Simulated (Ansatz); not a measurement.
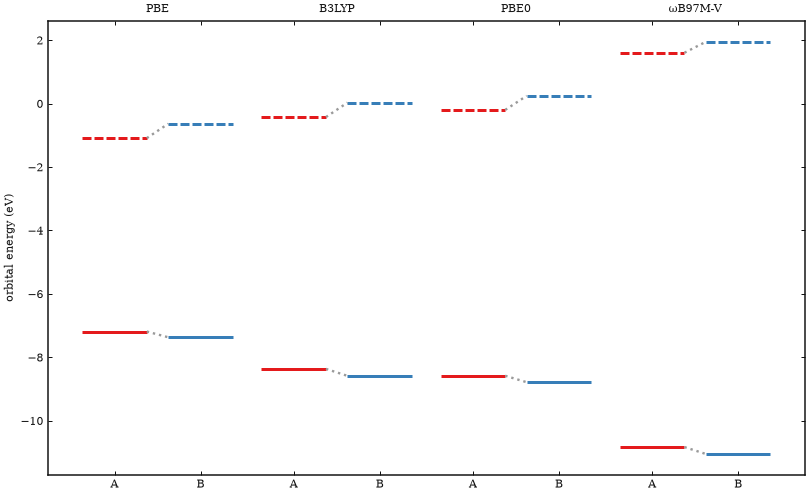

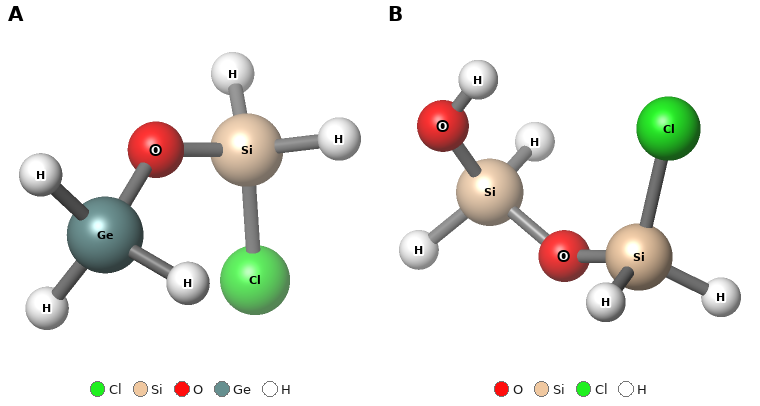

One change: A, GeSiH₅OCl (SMILES Cl[SiH2][O][GeH3]), becomes B, Si₂H₅O₂Cl (SMILES O[SiH2]O[SiH2]Cl). GeH₃ on O is replaced by SiH₃O (bound through Si). HOMO (solid) and LUMO (dashed) computed in def2-TZVPP at PBE0-D4/def2-TZVP geometries, both minima by their frequencies, gas phase, the Ansatz code 0.2.0. Empty levels above zero depend strongly on the basis.

What does the change do to HOMO and LUMO?

PBE: the HOMO falls by 0.18 eV, the LUMO rises by 0.45 eV, and the separation goes from 6.10 to 6.73 eV. B3LYP: the HOMO falls by 0.22 eV, the LUMO rises by 0.46 eV, and the separation goes from 7.94 to 8.62 eV. PBE0: the HOMO falls by 0.20 eV, the LUMO rises by 0.44 eV, and the separation goes from 8.38 to 9.03 eV. ωB97M-V: the HOMO falls by 0.22 eV, the LUMO rises by 0.35 eV, and the separation goes from 12.43 to 13.00 eV.

Do the functionals agree on the effect?

They agree on the direction for both levels; the HOMO shift lies between −0.22 and −0.18 eV and the LUMO shift between 0.35 and 0.46 eV, while the separations themselves differ by up to 6.3 eV between functionals.

Known limits of this run: one conformer of each flexible molecule.
